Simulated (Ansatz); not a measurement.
# How CdS (Hawleyite, F-43m) expands on warming, part 2 of 2

How much does CdS (Hawleyite) expand with temperature?

Ansatz 0.2.0; DFT RPBE, scalar-relativistic, plane waves, PAW.

So far. Step 2 (A first coarse run): The start is under 5.1 GPa at this level and looks like an insulator or semiconductor on this mesh. Step 5 (Relaxing to small residual forces and stress): The residual pressure is -0.0096 GPa, small enough for phonons. The relaxed cell has a = 6.008 Å (conventional setting).

**6. Phonons on strained cells**

Thermal expansion follows from how the free energy of the vibrations (and of the electrons in a metal) changes with strain, so the program makes strained cells, their phonons and a fit in one run.

input.yaml reads:

```yaml
crystal:
  lattice:
    - [0.0, 3.0039141982, 3.0039141982]
    - [3.0039141982, 0.0, 3.0039141982]
    - [3.0039141982, 3.0039141982, 0.0]
  atoms:
    - { symbol: Cd, position: [0.0, 0.0, 0.0] }
    - { symbol: S, position: [0.25, 0.25, 0.25] }
kpoints:
  mp_grid: { grid: [8, 8, 8] }
hamiltonian:
  xc: rpbe
scf:
  occupations: { method: fixed }
output:
  eigenvalues: true
phonons:
  method: dfpt
  qmesh: [4, 4, 4]
  temperatures: { t_max: 800.0, t_step: 50 }
  thermal_expansion: {}
```

On the command line:

```sh
ansatz run input.yaml --threads 4 --pin off --max-ram 8192MiB --backend cpu --events-out ev --progress --plain --runs-dir out
```

Numbers of over 12 decimals in the logs are rounded to 6 here.

What it wrote:

```text
Warning: phonons: the dynamical matrix that this run interpolates holds no multipole term above the dipole-dipole one, and a site of this crystal is no centre of inversion, so its interpolated transverse optical and acoustic branches and sound speeds can stay off near Gamma, and the density of states and the thermodynamics with them. What a run solves at a wave vector of phonons.qpoints, Gamma apart, where the deck admits one, is free of this, and under fd what a larger phonons.supercell samples
[...]
Crystal: 2 atoms, lattice volume = 54.212 Å³
Basis set: ecut = 487.2 eV, 1363 PW (Γ), exchange–correlation on 64×64×64 points (8 copies of the dense FFT grid, shifted against one another)
Bands: 17, of which v1, the nominal top of the filled ones, is band 13 counted from 1 (12 counted from 0)
Symmetry: 24 space group operations
[...]
k-points: 29 of 512 (time reversal used)
[...]
SCF iter   1: F=—  HF=-9169.603087 eV  |F-HF|=—  |Δ(HF+E_count)|=         —  Δρ=3.37e-3  dr2=5.46e-3  ethr=1.77e-3  ⟨swp⟩=4.9  Hψ=2130  notcnv=0  defer=53
[...]
SCF iter   9: F=-9169.602859 eV  HF=-9169.602859 eV  |F-HF|=0.00e0  |Δ(HF+E_count)|=    0.00e0  Δρ=1.19e-8  dr2=5.73e-14  ethr=1.00e-12  ⟨swp⟩=6.8  Hψ=2527  notcnv=0
SCF 1 converged in 9 iterations: F = -9169.602859 eV  dr2 = 5.73e-14
[...]
relax step   1: F+E_penalty+E_count = -9169.60285901 eV  Δ(F+E_penalty+E_count) = +0.000e0 eV  max|allowed force component| = 1.712e-16 eV/Å  Δτ_max = 0.0000 Å  (9 SCF iters, accepted)
SCF converged after 9 iterations
Free energy (F): -9169.602859 eV
[...]
Internal energy: -9169.602859 eV  (E = F + TS)
E sigma→0 (E₀):  -9169.602859 eV
Fermi energy:    5.848836 eV
[...]
--- Stress (GPa, compression-positive) ---
       -0.011591       0.000000      -0.000000
        0.000000      -0.011591       0.000000
       -0.000000       0.000000      -0.011591
  P = ⅓ Tr σ = -0.0116 GPa (-0.116 kbar)
--- Band table (eV; the first three rows and the last of 29) ---
  k-point 0: bands = [... 9 lower, -1.2410, 5.8488, 5.8488, 5.8488, 6.9841, 12.4685, 12.4685, 12.4685]
  k-point 1: bands = [... 9 lower, -1.2415, 4.9234, 5.7483, 5.7483, 7.7723, 12.2146, 12.6435, 12.6435]
  k-point 2: bands = [... 9 lower, -1.2371, 3.6137, 5.5201, 5.5201, 8.5676, 12.1774, 12.9240, 12.9240]
  k-point 28: bands = [... 9 lower, -0.7407, 2.3988, 3.9926, 3.9971, 10.9519, 11.4624, 13.0325, 14.0939]
── thermal expansion: 3 new cells, 3 in all ──
thermal expansion: relaxation of cell 2
thermal expansion: relaxation of cell 3
── thermal expansion: 2 new cells, 5 in all ──
thermal expansion: relaxation of cell 4
thermal expansion: lower-state search of cell 4
thermal expansion: phonons of cell 4
thermal expansion: relaxation of cell 5
thermal expansion: phonons of cell 5
── thermal expansion: 5 new cells, 10 in all ──
thermal expansion: relaxation of cell 6
thermal expansion: relaxation of cell 7
thermal expansion: relaxation of cell 8
thermal expansion: relaxation of cell 9
thermal expansion: relaxation of cell 10
thermal expansion: phonons of cell 6
thermal expansion: phonons of cell 7
--- Relaxed structure (1 steps of the walk, 1 accepted, 0 SCFs on fresh bases) ---
  F+E_penalty+E_count = -9169.60285901 eV   max|allowed force component| = 1.712e-16 eV/Å
  atoms:
    - { symbol: Cd, position: [0.0, 0.0, 0.0] }
    - { symbol: S, position: [0.25, 0.25, 0.25] }
--- Thermal expansion: 10 cells in 3 rounds, 0 GPa ---
  no lower state was reached at cell 4
  without vibrations: a 4.24783, b 4.24783, c 4.24783 Å, V 54.1982 Å³, B 47.01 GPa
  at 0 K: a 4.25482, b 4.25482, c 4.25482 Å, V 54.4664 Å³, B 46.18 GPa
  zero-point expansion: a +0.165, b +0.165, c +0.165, V +0.495 %
      T/K        a/Å        b/Å        c/Å       V/Å³ | expansion of a, b, c, V (1e-6/K)   | that of V in the mean from 25 °C | C_P, C_V (J/mol K of the cell) | B_T, B_S (GPa)
     0.00    4.25482    4.25482    4.25482    54.4664 |    0.00    0.00    0.00    0.00 |   15.49 |     0.000     0.000 |    46.18    46.18
   100.00    4.25514    4.25514    4.25514    54.4786 |    3.84    3.84    3.84   11.53 |   22.19 |    32.602    32.582 |    45.62    45.65
   200.00    4.25779    4.25779    4.25779    54.5804 |    7.82    7.82    7.82   23.47 |   25.84 |    44.034    43.873 |    44.51    44.68
   298.15    4.26139    4.26139    4.26139    54.7192 |    9.25    9.25    9.25   27.76 |       - |    47.328    46.999 |    43.35    43.65
   350.00    4.26349    4.26349    4.26349    54.8001 |    9.73    9.73    9.73   29.20 |   28.53 |    48.186    47.765 |    42.73    43.10
   450.00    4.26781    4.26781    4.26781    54.9666 |   10.47   10.47   10.47   31.40 |   29.78 |    49.201    48.591 |    41.52    42.04
   550.00    4.27241    4.27241    4.27241    55.1448 |   11.10   11.10   11.10   33.30 |   30.88 |    49.836    49.019 |    40.30    40.97
   650.00    4.27729    4.27729    4.27729    55.3338 |   11.71   11.71   11.71   35.14 |   31.92 |    50.313    49.268 |    39.07    39.90
   750.00    4.28243    4.28243    4.28243    55.5338 |   12.34   12.34   12.34   37.01 |   32.95 |    50.725    49.425 |    37.84    38.84
   800.00    4.28511    4.28511    4.28511    55.6380 |   12.66   12.66   12.66   37.97 |   33.46 |    50.921    49.482 |    37.23    38.31
  the static fit leaves 0.001 meV an atom of the energies and, of the stresses, 0.000 GPa of each cell's largest along a strain (root mean squares over the cells), whose Pulay part it has at -0.017 GPa
  vibrations' free energy: its fit passes through its cells
  the electrons' free energy at temperature is not in it: every band gap is over 0.83 eV
  free energies summed between the sampled wave vectors
  estimated error of the fitted expansion in any direction: up to 0.083e-6/K, at 800 K, with few degrees of freedom (an estimate, not a bound: it was exceeded on models of known expansion)
  by sums over the sampled wave vectors an expansion of the volume parts by up to 0.88e-6/K
  by a static energy of one degree less an expansion of the volume parts by up to 0.03e-6/K
  band gaps on the cells' k-points are 1.021 to 1.203 eV
```

The job ended after 9.6 min (4 threads of Intel Xeon Platinum 8375C at 2.90GHz (Ice Lake), shared host; peak memory 1.5 GiB).

Numbers from this step:

| Property | Result |
| --- | --- |
| pressure | -0.01159 GPa |
| volume expansion coefficient at 298 K | 27.76 1e-6/K |
| C_P at 298 K | 23.66 J/mol-atom/K |
| entropy at 298 K | 38.00 J/mol-atom/K |
| isothermal bulk modulus at 298 K | 43.35 GPa |
| Grüneisen parameter at 298 K | 0.8438 |
| volume at 298 K | 27.36 Å³/atom |
| principal linear expansion coefficients at 298 K | 9.254, 9.254, 9.254 1e-6/K |

Strained cells of the study; zero-point energy where phonons were solved; the pressures are stresses at a fixed cutoff and can carry an offset from the finite basis. Expansion cells, by row:

| cell | \|a\| (Å) | \|b\| (Å) | \|c\| (Å) | V (Å³/atom) | E - E_lowest (meV/atom) | pressure, compression positive (GPa) | gap (eV) | zero-point energy (meV/atom) |
| --- | --- | --- | --- | --- | --- | --- | --- | --- |
| 1 | 4.248 | 4.248 | 4.248 | 27.11 | 0 | -0.029 | 1.135 | - |
| 2 | 4.282 | 4.282 | 4.282 | 27.76 | 2.272 | -1.091 | 1.08 | - |
| 3 | 4.214 | 4.214 | 4.214 | 26.47 | 2.271 | 1.156 | 1.189 | - |
| 4 | 4.248 | 4.248 | 4.248 | 27.11 | 0 | -0.029 | 1.135 | 29.32 |
| 5 | 4.269 | 4.269 | 4.269 | 27.51 | 0.905 | -0.707 | 1.101 | 28.74 |
| 6 | 4.279 | 4.279 | 4.279 | 27.71 | 1.928 | -1.01 | 1.085 | 28.47 |
| 7 | 4.295 | 4.295 | 4.295 | 28.01 | 4.264 | -1.463 | 1.059 | 28.04 |
| 8 | 4.206 | 4.206 | 4.206 | 26.31 | 3.593 | 1.476 | 1.203 | - |
| 9 | 4.227 | 4.227 | 4.227 | 26.7 | 0.874 | 0.698 | 1.169 | - |
| 10 | 4.319 | 4.319 | 4.319 | 28.48 | 9.412 | -2.101 | 1.021 | - |

Quasi-harmonic; a, b, c are the run's own cell vectors. Expansion, by row:

```csv
T (K),a (Å),b (Å),c (Å),alpha (deg),beta (deg),gamma (deg),cell volume (Å³/cell),alpha_a (1e-6/K),alpha_b (1e-6/K),alpha_c (1e-6/K),alpha_V (1e-6/K),C_P (J/mol-atom/K),C_V (J/mol-atom/K),S (J/mol-atom/K),B_T (GPa),B_S (GPa),Grueneisen,extrapolation,fit error (1e-6/K)
0,4.255,4.255,4.255,60,60,60,54.47,0,0,0,0,0,0,0,46.18,46.18,-,0,0
50,4.255,4.255,4.255,60,60,60,54.46,-0.02,-0.02,-0.02,-0.05,9.303,9.303,6.582,46.04,46.04,-0.004,0,0
100,4.255,4.255,4.255,60,60,60,54.48,3.84,3.84,3.84,11.53,16.3,16.29,15.35,45.62,45.65,0.53,0,0
150,4.256,4.256,4.256,60,60,60,54.52,6.42,6.42,6.42,19.25,20.11,20.07,22.77,45.09,45.18,0.71,0,0.01
200,4.258,4.258,4.258,60,60,60,54.58,7.82,7.82,7.82,23.47,22.02,21.94,28.85,44.51,44.68,0.783,0,0.01
250,4.26,4.26,4.26,60,60,60,54.65,8.68,8.68,8.68,26.04,23.06,22.93,33.88,43.92,44.16,0.821,0,0.02
298.1,4.261,4.261,4.261,60,60,60,54.72,9.25,9.25,9.25,27.76,23.66,23.5,38,43.35,43.65,0.844,0,0.02
300,4.261,4.261,4.261,60,60,60,54.72,9.27,9.27,9.27,27.82,23.68,23.52,38.15,43.33,43.63,0.845,0,0.02
350,4.263,4.263,4.263,60,60,60,54.8,9.73,9.73,9.73,29.2,24.09,23.88,41.83,42.73,43.1,0.862,0,0.02
400,4.266,4.266,4.266,60,60,60,54.88,10.12,10.12,10.12,30.36,24.38,24.13,45.07,42.12,42.57,0.876,0,0.03
450,4.268,4.268,4.268,60,60,60,54.97,10.47,10.47,10.47,31.4,24.6,24.3,47.95,41.52,42.04,0.888,0,0.02
500,4.27,4.27,4.27,60,60,60,55.05,10.79,10.79,10.79,32.37,24.77,24.42,50.55,40.91,41.51,0.899,0,0.02
550,4.272,4.272,4.272,60,60,60,55.14,11.1,11.1,11.1,33.3,24.92,24.51,52.92,40.3,40.97,0.909,0,0.02
600,4.275,4.275,4.275,60,60,60,55.24,11.41,11.41,11.41,34.22,25.04,24.58,55.1,39.69,40.44,0.919,0,0.01
650,4.277,4.277,4.277,60,60,60,55.33,11.71,11.71,11.71,35.14,25.16,24.63,57.1,39.07,39.9,0.929,0,0.02
700,4.28,4.28,4.28,60,60,60,55.43,12.02,12.02,12.02,36.06,25.26,24.68,58.97,38.46,39.37,0.938,0,0.03
750,4.282,4.282,4.282,60,60,60,55.53,12.34,12.34,12.34,37.01,25.36,24.71,60.72,37.84,38.84,0.948,0,0.05
800,4.285,4.285,4.285,60,60,60,55.64,12.66,12.66,12.66,37.97,25.46,24.74,62.36,37.23,38.31,0.957,0,0.08
```

The expansion coefficient by temperature; values in 1e-6/K:

| temperature (K) | volume | principal 1 |
| --- | --- | --- |
| 0 | 0 | 0 |
| 50 | -0.05 | -0.02 |
| 100 | 11.5 | 3.84 |
| 150 | 19.2 | 6.42 |
| 200 | 23.5 | 7.82 |
| 250 | 26.0 | 8.68 |
| 298 | 27.8 | 9.25 |
| 300 | 27.8 | 9.27 |
| 350 | 29.2 | 9.73 |
| 400 | 30.4 | 10.1 |
| 450 | 31.4 | 10.5 |
| 500 | 32.4 | 10.8 |
| 550 | 33.3 | 11.1 |
| 600 | 34.2 | 11.4 |
| 650 | 35.1 | 11.7 |
| 700 | 36.1 | 12.0 |
| 750 | 37.0 | 12.3 |
| 800 | 38.0 | 12.7 |

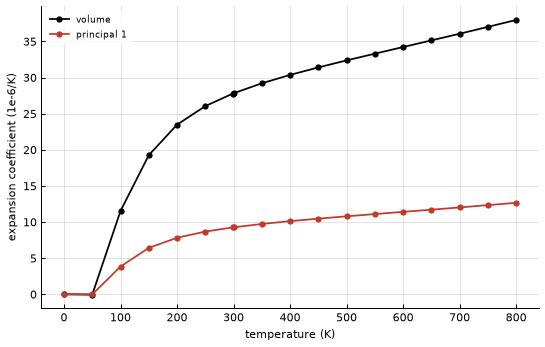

Expansion coefficient, plotted against temperature.

At 298 K the volume expansion is 27.8 × 10⁻⁶/K and B_T is 43.4 GPa. The program raised the cutoff to 487.2 eV by itself: with no cutoff typed, the study takes about 1.16 times the default for its relaxations and scales it with the volume for the phonons.

**7. What came out**

```yaml
settings_of_these_figures: RPBE, 487.2 eV, k 8×8×8, q 4×4×4
volume_expansion_coefficient_at_298_k: 27.76 1e-6/K
c_p_at_298_k: 23.66 J/mol-atom/K
entropy_at_298_k: 38.00 J/mol-atom/K
isothermal_bulk_modulus_at_298_k: 43.35 GPa
grueneisen_parameter_at_298_k: 0.8438
volume_at_298_k: 27.36 Å³/atom
principal_linear_expansion_coefficients_at_298_k: 9.254, 9.254, 9.254 1e-6/K
```

**Reading.** Near room temperature CdS (Hawleyite) expands by 27.8 × 10⁻⁶/K in volume by RPBE, with C_P = 23.7 J/(mol K) per mole of atoms and B_T = 43.4 GPa. C_P at room temperature is 95 % of the classical 3R an atom. The interpolation has no quadrupole term, so branches near the zone centre are less sure, since this crystal has sites that are not centres of inversion. The PAW files were made for PBE and are used here under another functional, for which the program regenerates the frozen cores. The cell of these runs is 9 % larger in volume than the database cell; frequencies and all that rests on them shift with it.

[Logs are printed without paths, hosts, clocks, repeated set-up lines and the standing remarks that a program may print on its own settings, such as how far it seeks lower states.]

[Hosts, paths, dates, database ids (printed as entryN), source tags and the programs' standing remarks are cut or masked in the printed files.]

[A step with changed settings may run another functional than the one named; its input shows which.]
